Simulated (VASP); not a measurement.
Band structure of Ta2N (relaxed from the CdI2 structure, space group P-3m1). These are PBE GGA, VASP's PBE PAW potentials (set 64) (plane waves; VASP 6.6.1) values and carry that method's errors.

Unless said otherwise, spin-orbit coupling is left out, though it shifts the bands of the heavy elements here.

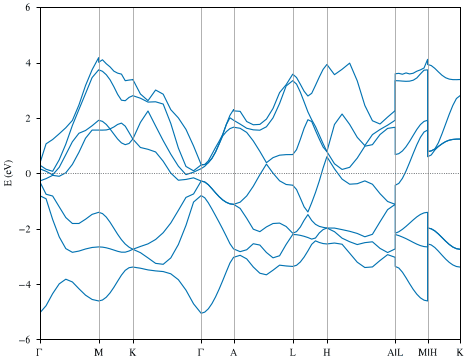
Figure. Bands along high-symmetry lines, zero at the valence-band maximum or, without a gap, the Fermi level

Problem. Read the plot: is there a gap, and where are the band edges?

Solution. It has no gap at this level: it comes out as a metal or semimetal. (Edges off the drawn lines would not show.)

The structure was generated: Ta2N was put into the CdI2 type (P-3m1), which need not be its known phase. It was relaxed first, which changed the volume by +20 %. The electron count is odd and the run is not spin-polarised, which forces a metal.
